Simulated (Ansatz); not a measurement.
Input file:

```
crystal:
  periodic: [false, false, false]
  atoms:
    - {symbol: F, position_ang: [-2.526602, 0.481051, -1.694628]}
    - {symbol: Si, position_ang: [-1.142744, 0.747989, -0.973208]}
    - {symbol: O, position_ang: [0.185742, 0.012594, -1.573538]}
    - {symbol: C, position_ang: [-0.203913, -0.582706, -0.218673]}
    - {symbol: Si, position_ang: [1.108402, -0.370226, 1.092501]}
    - {symbol: H, position_ang: [-1.084226, 2.175865, -0.632955]}
    - {symbol: H, position_ang: [-0.602369, -1.590380, -0.347711]}
    - {symbol: H, position_ang: [2.349512, -1.104479, 0.734408]}
    - {symbol: H, position_ang: [0.575664, -0.895821, 2.377845]}
    - {symbol: H, position_ang: [1.423634, 1.074913, 1.238959]}
basis:
  gaussian: {orbitals: def2-TZVPP}
hamiltonian: {xc: pbe0, dispersion: d4}
output: {orbitals: {seedname: orbitals}}
```

Command:

```sh
ansatz run in.yaml --threads 4 --pin off --events-out ev --progress --plain --max-ram 10444MiB
```

Geometry: PBE0-D4/def2-TZVP.

Level of theory: Ansatz 0.2.0, RKS PBE0-D4/def2-TZVPP.

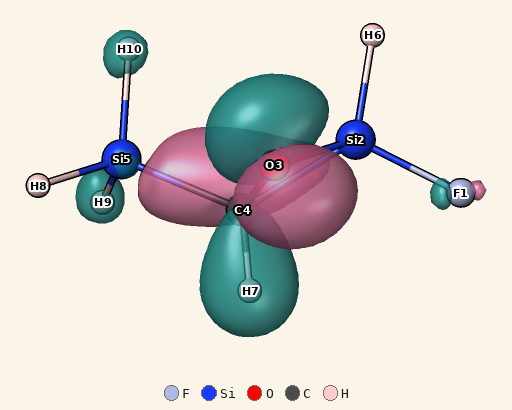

CH$_{5}$FOSi$_{2}$ (SMILES F[SiH]1OC1[SiH3]). The HOMO−1 at ±0.15 Å⁻³ᐟ² (teal and pink are the two phases), seen at a tilt.

> Describe this orbital and give its energy.

By Hirshfeld shares it lies mainly on O3 (about 45 %), C4 (about 20 %), Si5 (about 10 %), Si2 (about 10 %) and H7 (about 10 %). Its energy is −8.46 eV.
